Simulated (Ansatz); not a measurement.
**YCo2Ge2 (I4/mmm): relaxation of cell and ions**

A script is to give a relaxation of cell and ions; the system is YCo2Ge2 (I4/mmm).

All numbers are computed with the Python package of Ansatz 0.2.0. Level of theory: DFT PBEsol, plane waves, PAW.

**1. Starting point**

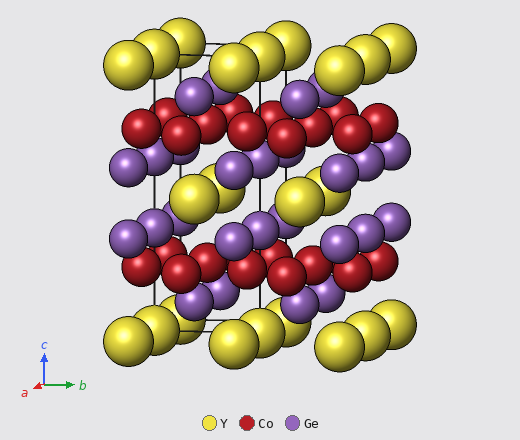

The structure that the script starts from, seen slightly off an axis (yttrium yellow, cobalt red, germanium purple). 2×2×1 cells are drawn. The cell is the conventional one. Atoms on cell faces are repeated.

No structure file is read: the coordinates are typed or built in the script.

**2. The script**

vcrelax.py reads:

```python
import ansatz as az
from ase import Atoms
from ase.neighborlist import neighbor_list
import matplotlib.pyplot as plt
import numpy as np

XC = 'pbesol'
KMESH = (10, 10, 10)
OCCUPATIONS = 'fermi_dirac'
SCF_TOL = 1e-10

def edges_and_angles(cell):
    cell = np.asarray(cell)
    a, b, c = np.linalg.norm(cell, axis=1)
    cosines = cell[1] @ cell[2] / (b * c), cell[0] @ cell[2] / (a * c), cell[0] @ cell[1] / (a * b)
    return (a, b, c, *np.degrees(np.arccos(cosines)))

lattice = az.Lattice.of(
    [-1.965385, 1.965385, 5.025503],
    [1.965385, -1.965385, 5.025503],
    [1.965385, 1.965385, -5.025503],
)
sites = [
    ('Y', [0.0, 0.0, 0.0]),
    ('Co', [0.75, 0.25, 0.5]),
    ('Co', [0.25, 0.75, 0.5]),
    ('Ge', [0.628881, 0.628881, 0.0]),
    ('Ge', [0.371119, 0.371119, 0.0]),
]
crystal = az.Crystal(lattice=lattice)
for symbol, position in sites:
    crystal = crystal.atom(symbol, position)
crystal = crystal.moments(Co=2.5)

job = (
    crystal.calculation()
    .spin('collinear')
    .functional(XC)
    .kpoints(mesh=KMESH)
    .occupations(OCCUPATIONS)
    .scf(tolerance=SCF_TOL)
    .relax(max_steps=100, pressure=300 * az.kbar, stress_tolerance=0.1)
)
steps = []


def collect(event):
    if event['event'] == 'relax_step':
        steps.append(event['data'])


res = job.session().plan().execute(on_event=collect)
rep = res.report
print('step   energy (eV)     max comp. (eV/A)   P (GPa)  SCF')
for s in steps:
    print(f'{s["step"]:4d} {s["lagrangian_ev"]:15.5f} {s["allowed_force_max_ev_ang"]:12.4f} {s["pressure_gpa"]:10.3f} {s["n_scf"]:5d}')

first, last = steps[0], steps[-1]
symbols = [site.symbol for site in res.lattice.sites]
print(f'energy gained {first["lagrangian_ev"] - last["lagrangian_ev"]:.4f} eV in {len(steps) - 1} steps')
for label, vectors in (('before', first['cell_ang']), ('after', res.lattice.cell_ang)):
    print(label, 'a b c (A) {:.4f} {:.4f} {:.4f}  angles {:.2f} {:.2f} {:.2f}'.format(*edges_and_angles(vectors)), f' V = {abs(np.linalg.det(vectors)):.3f} A^3')
print('final stress xx yy zz (GPa, compression positive):', np.round(np.diag(rep['stress_gpa']), 3) + 0.0)

final = Atoms(symbols, positions=last['positions_ang'], cell=res.lattice.cell_ang, pbc=True)
i, j, d = neighbor_list('ijd', final, 4.5)
print('neighbours within 1.15 times the shortest distance of each atom (A)')
for atom in range(len(final)):
    near = [m for m in np.argsort(d) if i[m] == atom]
    shell = [m for m in near if d[m] < 1.15 * d[near[0]]]
    print(f'{symbols[atom]}{atom} ({len(shell)}):', ', '.join(f'{symbols[j[m]]} {d[m]:.3f}' for m in shell))

fig, (top, bottom) = plt.subplots(2, 1, sharex=True, figsize=(4.5, 4))
top.plot([s['lagrangian_ev'] - last['lagrangian_ev'] for s in steps], 'o-')
top.set_ylabel('E - E(final) (eV)')
bottom.semilogy([max(s['allowed_force_max_ev_ang'], 1e-6) for s in steps], 's-')
bottom.set(xlabel='step', ylabel='largest force (eV/A)')
fig.tight_layout()
fig.savefig('relax.png', dpi=100)

print('%-22s %14.5f eV' % ('F = E - TS', rep['free_energy_ev']))
print('%-22s %14.5f eV' % ('E', rep['internal_energy_ev']))
print('%-22s %14.5f eV' % ('Harris-Foulkes', rep['harris_foulkes_ev']))
print('%-22s %14.5f eV' % ('Fermi level', rep['fermi_energy_ev']))
```

**3. What the engine is handed**

The package turns the script's settings into the engine's input:

```yaml
crystal:
  lattice:
    - [-1.965385, 1.965385, 5.025503]
    - [1.965385, -1.965385, 5.025503]
    - [1.965385, 1.965385, -5.025503]
  atoms:
    - { symbol: "Y", position: [0.0, 0.0, 0.0] }
    - { symbol: Co, position: [0.75, 0.25, 0.5] }
    - { symbol: Co, position: [0.25, 0.75, 0.5] }
    - { symbol: Ge, position: [0.628881, 0.628881, 0.0] }
    - { symbol: Ge, position: [0.371119, 0.371119, 0.0] }
kpoints:
  mp_grid:
    grid: [10, 10, 10]
hamiltonian:
  xc: pbesol
magnetization:
  spin_polarized: true
  per_species:
    Co: 2.5
scf:
  convergence:
    dr2_threshold: 1.0e-10
  occupations:
    method: fermi_dirac
relax:
  max_steps: 100
  cell:
    p_target: 30.0
    stress_tol: 0.1
```

**4. Running it**

The run is started by

```bash
python vcrelax.py
```

Standard output:

```text
DeckWarning: basis.ecutwfc = 420 eV, auto-derived from the records' recommended cutoffs: set by Y (normal level)
RunWarning: the starting moments were not kept: the SCF closed with an absolute magnetisation of 5.2e-7 μB, where they sum to 5 μB in size (2 sites). That is at most 0.1 of that sum. Measured as dr2_m measures the in/out step, that magnetisation stands 2.7e-13 eV from none, at or under the dr2_threshold of 1.0e-10 eV: it is no larger than a step whose dr2_m would equal this threshold. The system may hold no moment; this SCF shows only that its start led to no more than that. To try another start: raise the starting moments (crystal.atoms[].spin, magnetization.per_species, magnetization.initial_magnetization, or on a non-collinear deck that types none of these the spinor_matrix: blocks that [...]
step   energy (eV)     max comp. (eV/A)   P (GPa)  SCF
   1    -22491.51056       0.0519     -2.217    20
   2    -22490.90593       0.7210     23.342    17
   3    -22490.61433       0.3281     30.615    15
   4    -22490.65726       0.0219     30.021    12
   5    -22490.65940       0.0014     29.998    10
   6    -22490.65508       0.0007     29.980    10
energy gained -0.8555 eV in 5 steps
before a b c (A) 5.7429 5.7429 5.7429  angles 139.97 139.97 57.89  V = 77.649 A^3
after a b c (A) 5.4507 5.4507 5.4507  angles 140.23 140.23 57.51  V = 65.706 A^3
final stress xx yy zz (GPa, compression positive): [29.985 29.985 29.971]
neighbours within 1.15 times the shortest distance of each atom (A)
Y0 (16): Ge 2.875, Ge 2.875, Ge 2.875, Ge 2.875, Ge 2.875, Ge 2.875, Ge 2.875, Ge 2.875, Co 3.024, Co 3.024, Co 3.024, Co 3.024, Co 3.024, Co 3.024, Co 3.024, Co 3.024
Co1 (4): Ge 2.214, Ge 2.214, Ge 2.214, Ge 2.214
Co2 (4): Ge 2.214, Ge 2.214, Ge 2.214, Ge 2.214
Ge3 (5): Co 2.214, Co 2.214, Co 2.214, Co 2.214, Ge 2.360
Ge4 (5): Co 2.214, Co 2.214, Co 2.214, Co 2.214, Ge 2.360
F = E - TS               -22490.65508 eV
E                        -22490.57081 eV
Harris-Foulkes           -22490.65508 eV
Fermi level                  17.71181 eV
```

(Warnings from the package without file and line, shortened, repeats left out.)

It took 7.8 min on 1 thread of Arm Neoverse V1, shared host; peak memory 0.92 GiB.

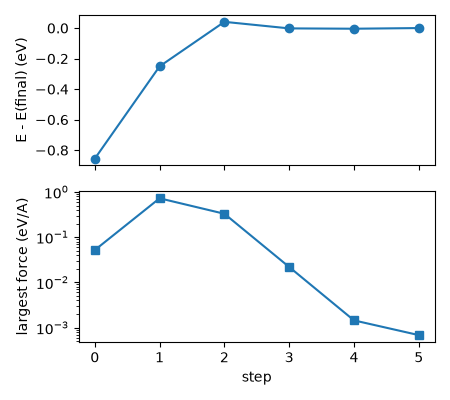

The script's own figure, relax.png.

**5. Size and end state of the run**

The report of the run holds:

```
                                    item         value
                       SCF cycles in all            84
                         k-points solved           102
                             plane waves          1275
                                   bands            47
                       valence electrons            73
                        free energy (eV)  -22490.65508
                        Fermi level (eV)        17.712
pressure (GPa; positive when compressed)         29.98
```

**6. How the relaxation went**

The steps of the relaxation:

| step | energy from step 1 (eV/cell) | largest force component (eV/Å) | pressure (GPa) | volume (Å³) |
| --- | --- | --- | --- | --- |
| 1 | 0.0000 | 0.0519 | -2.22 | 77.65 |
| 2 | 0.6046 | 0.7210 | 23.34 | 67.29 |
| 3 | 0.8962 | 0.3281 | 30.61 | 65.49 |
| 4 | 0.8533 | 0.0219 | 30.02 | 65.69 |
| 5 | 0.8512 | 0.0014 | 30.00 | 65.71 |
| 6 | 0.8555 | 0.0007 | 29.98 | 65.71 |

Step 1 is the start. Step 6 repeats the geometry before it on a plane-wave basis chosen anew for that cell, so its energy need not be comparable with the rows above.

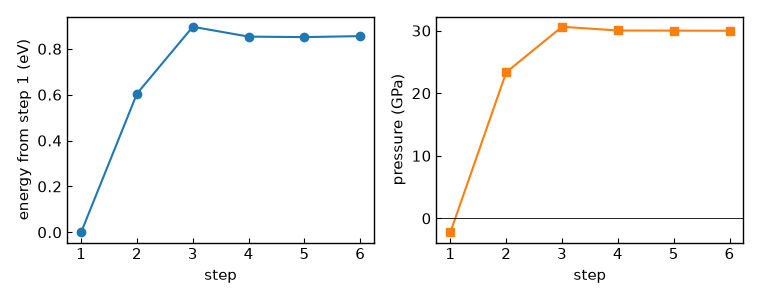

Energy and pressure along the relaxation.

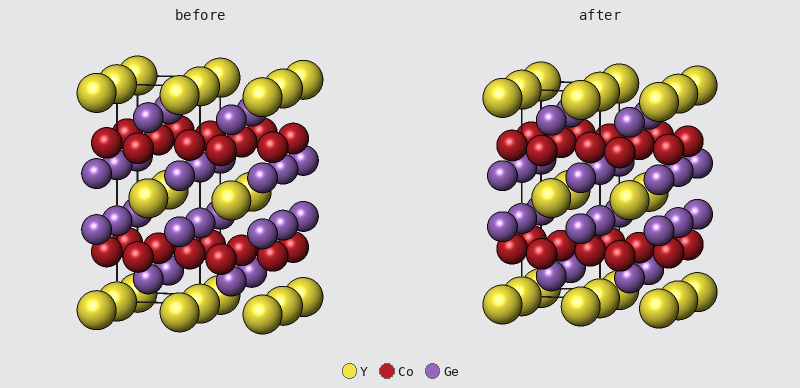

Before and after, at one scale.

Lengths and angles in the start's conventional setting:

«Before» is this run's own start.

|  | before | after | change |
| --- | --- | --- | --- |
| a (Å) | 3.931 | 3.708 | -5.7 % |
| b (Å) | 3.931 | 3.708 | -5.7 % |
| c (Å) | 10.051 | 9.557 | -4.9 % |
| volume (Å³/atom) | 15.53 | 13.14 | -15.4 % |
| shortest distance (Å) | 2.312 | 2.214 | -4.2 % |
| space group (0.01 Å) | I4/mmm | I4/mmm | same |

Forces and stress were held to the start's 16 operations: a distortion of lower symmetry was not tested.

Under a set pressure the enthalpy E + pV is minimised, so E itself may rise.

**7. Summary of results**

| quantity | value |
| --- | --- |
| free energy | -22490.6551 eV (-4498.1310 eV/atom) |
| moment, net / absolute | 0.00 / 0.00 μB per cell |
| moves of the relaxation | 4 |
| last largest force component | 0.0007 eV/Å |
| relaxed conventional cell | a = 3.708 Å, b = 3.708 Å, c = 9.557 Å, α = 90.00°, β = 90.00°, γ = 90.00° |
| space group at the end | I4/mmm |

In words: Over 4 moves the cell shrank by 15.4 % in volume under the 30 GPa asked, and the space group stayed I4/mmm. The starting moments died away: the state reached is non-magnetic. Notes:
- The SCF didn't keep the moments it started from (some shrank, vanished or turned); what is printed is the state reached.
- Part of the cell is held or a pressure is applied, so the end point needn't be the zero-pressure lattice.
- At a fixed pressure a relaxation lowers the enthalpy F + PV, while F alone can rise.
- The zero of the levels is a convention of the potentials, so an absolute Fermi energy is no work function.
- Energies along a relaxation are free energies. Rows at an unchanged volume are solved on a plane-wave basis chosen afresh for that cell, so the energy jumps there and such rows are no steps of the walk.
- Edges and angles that the script prints are those of the cell as typed, here a primitive one.
- Symmetry holds the cell in this phase, whether or not it is the stable one at this pressure.
- The structure comes from a database of computed cells and needn't be a stable or known phase. The starting moments were not kept in at least one run, so it stands on a weaker or other magnetic state than the one typed.
